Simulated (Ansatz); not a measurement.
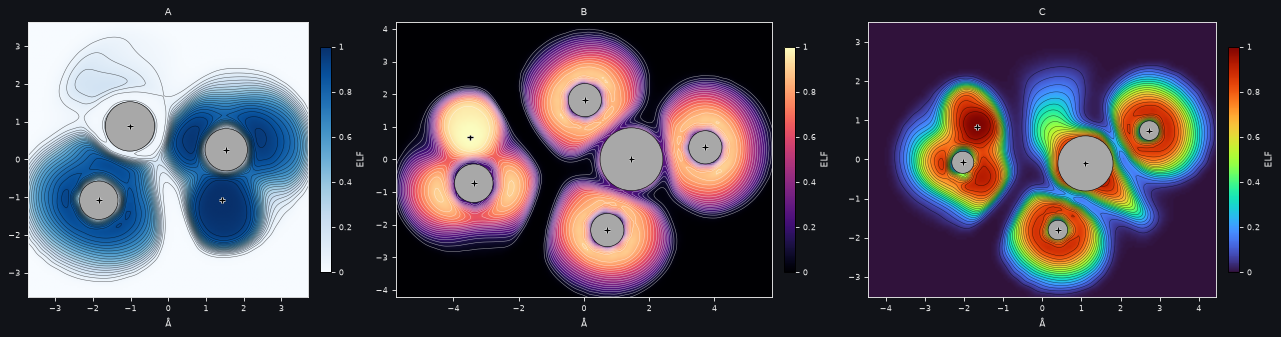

The ELF of 3 systems, each on a plane through atoms (crosses mark nuclei in the plane; grey discs cover the cores).

Theory: RHF/def2-SVP in Ansatz.

System 1: AlClFH3S, the plane of atoms Cl2, Al1 and S5. 

```xyz
7

Al   -0.0807   -0.0014    0.0891
Cl   -0.8850    0.6395    1.9483
F     1.5803   -0.0573    0.0230
H    -0.8922    0.2220   -1.2260
S    -0.2493   -2.5994    0.4275
H    -0.8365   -2.6093    1.6276
H     0.9966   -2.7180    0.8966
```

System 2: F2H2W···H2O, the plane of atoms F5, W1 and F8. Core potentials replace the inner electrons of W; not at a stationary point (largest force 1.3 eV/Å).

```xyz
8

W    -0.2372    0.3421   -0.7910
O     0.9907   -0.0339    2.0722
H     0.3873    0.0643    2.7942
H     0.7728   -0.8861    1.6672
F     0.1122    1.9558    0.0267
H    -1.1649   -0.5526    0.2871
H     1.0322   -0.7297   -0.5618
F    -0.8642   -0.3114   -2.3873
```

System 3: Cl5Ta···HBr, the plane of atoms Cl2, Ta1 and Cl6. Core potentials replace the inner electrons of Ta.

```yaml
atoms:
  - { symbol: Ta, position_ang: [-0.2985, 0.4531, -0.0047] }
  - { symbol: Cl, position_ang: [1.9870, 0.5258, 0.2990] }
  - { symbol: Cl, position_ang: [-0.5874, 0.9249, 2.2743] }
  - { symbol: Cl, position_ang: [0.0438, -0.0394, -2.2718] }
  - { symbol: Cl, position_ang: [-1.4103, 2.3790, -0.5656] }
  - { symbol: Cl, position_ang: [-1.5282, -1.4692, 0.2344] }
  - { symbol: Br, position_ang: [2.1101, -3.6348, 1.1796] }
  - { symbol: H, position_ang: [3.2692, -2.8346, 1.1798] }
```

### Match each panel to its system.

Panel A is system 1, AlClFH3S: the plane holds Al, Cl, S and H. Al–Cl (2.12 Å): the ELF peaks at about 0.90 in the valence shell of Cl, 0.9 Å from its nucleus, and is about 0.85 at the midpoint. Panel B is system 3, Cl5Ta···HBr: the plane holds Ta, Cl, Br and H. Ta–Cl (2.29 Å): the ELF peaks at about 0.85 in the valence shell of Cl, 0.8 Å from its nucleus, and is about 0.45 at the midpoint. Panel C is system 2, F2H2W···H2O: the plane holds W, O, H and F. W1···O2 (3.14 Å): the ELF dips to about 0 between them.
